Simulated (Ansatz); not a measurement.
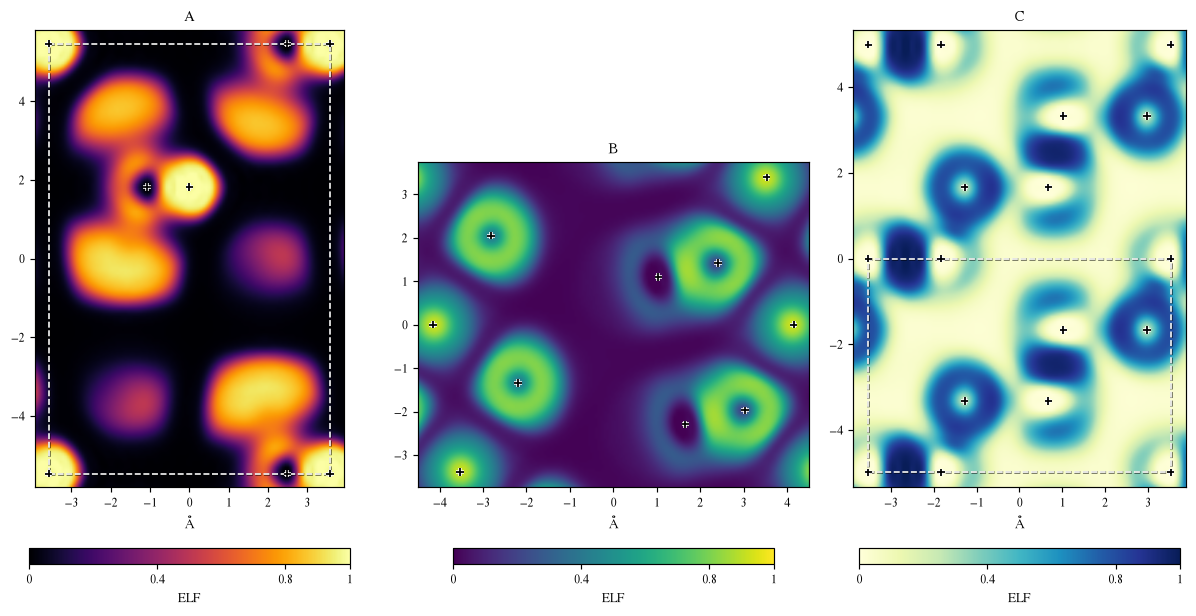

The ELF of 3 systems, each on a plane through atoms (crosses mark nuclei in the plane).

Theory: DFT, PBE, plane-wave PAW, default files, scalar-relativistic (Ansatz).

System 1: HCBr₃, the (110) plane of the conventional cell. Space group P6₃; not relaxed (largest force 0.6 eV/Å); computed pressure about 3 GPa in this cell.

```
H C Br
1.0
     6.31190    0.00000    0.00000
    -3.15595    5.46627    0.00000
     0.00000    0.00000    7.15100
H C Br
2 2 6
Direct
  0.66667 0.33333 0.23100
  0.33333 0.66667 0.73100
  0.66667 0.33333 0.08000
  0.33333 0.66667 0.58000
  0.69166 0.63432 0.00000
  0.05734 0.69166 0.50000
  0.36568 0.05734 0.00000
  0.30834 0.36568 0.50000
  0.94266 0.30834 0.00000
  0.63432 0.94266 0.50000
```

System 2: Cd₅B₃O₉F, the (010) plane of the conventional cell. Space group Cm; not relaxed (largest force 1.2 eV/Å).

```xyz
36
Lattice="-8.2987 0.0000 0.0000 0.0000 15.9660 0.0000 0.6202 0.0000 -3.3940" Properties=species:S:1:pos:R:3 pbc="T T T"
Cd   -6.1243    0.0000   -0.7131
Cd   -1.9750    7.9830   -0.7131
Cd   -4.7893    6.0877   -3.1409
Cd   -0.6400   14.0707   -3.1409
Cd   -4.7893    9.8783   -3.1409
Cd   -0.6400    1.8953   -3.1409
Cd   -3.9938   13.1458   -1.9775
Cd    0.1555    5.1628   -1.9775
Cd   -3.9938    2.8202   -1.9775
Cd    0.1555   10.8032   -1.9775
B    -6.8977    3.1434   -0.5636
B    -2.7484   11.1264   -0.5636
B    -6.8977   12.8226   -0.5636
B    -2.7484    4.8396   -0.5636
B    -7.1622    7.9830   -1.8122
B    -3.0128    0.0000   -1.8122
O    -6.3015    4.3499   -3.2907
O    -2.1521   12.3329   -3.2907
O    -6.3015   11.6161   -3.2907
O    -2.1521    3.6331   -3.2907
O    -6.4749    6.7800   -1.6555
O    -2.3255   14.7630   -1.6555
O    -6.4749    9.1860   -1.6555
O    -2.3255    1.2030   -1.6555
O    -5.7545    2.3064   -0.5081
O    -1.6052   10.2894   -0.5081
O    -5.7545   13.6596   -0.5081
O    -1.6052    5.6766   -0.5081
O    -4.3860    0.0000   -2.1333
O    -0.2366    7.9830   -2.1333
O    -3.9195   10.7624   -1.2653
O     0.2299    2.7794   -1.2653
O    -3.9195    5.2036   -1.2653
O     0.2299   13.1866   -1.2653
F    -7.4579    0.0000   -2.7671
F    -3.3085    7.9830   -2.7671
```

System 3: B₂O, the (110) plane of the conventional cell. Space group P-3m1; computed pressure about −20 GPa in this cell.

```xyz
6
Lattice="2.8790 0.0000 0.0000 -1.4395 2.4933 0.0000 0.0000 0.0000 7.0520" Properties=species:S:1:pos:R:3 pbc="T T T"
B     0.0000    0.0000    2.6769
B     0.0000    0.0000    4.3751
B     1.4395    0.8311    0.1731
B     0.0000    1.6622    6.8789
O     1.4395    0.8311    2.1294
O     0.0000    1.6622    4.9226
```

**Match each panel to its system.**

Panel A is system 1, HCBr₃: the plane holds H and C. C–H (1.08 Å): the ELF is about 1 at the midpoint (an ordinary covalent bond to hydrogen). Panel B is system 2, Cd₅B₃O₉F: the plane holds Cd, B, O and F. Cd–O (2.27 Å): the ELF peaks at about 0.85 in the valence shell of O, 0.6 Å from its nucleus, and drops to about 0.10 between the two atoms (no shared electron pair shows on this line). Panel C is system 3, B₂O: the plane holds B and O. B–B (1.70 Å): the ELF peaks at about 0.95 between the atoms.
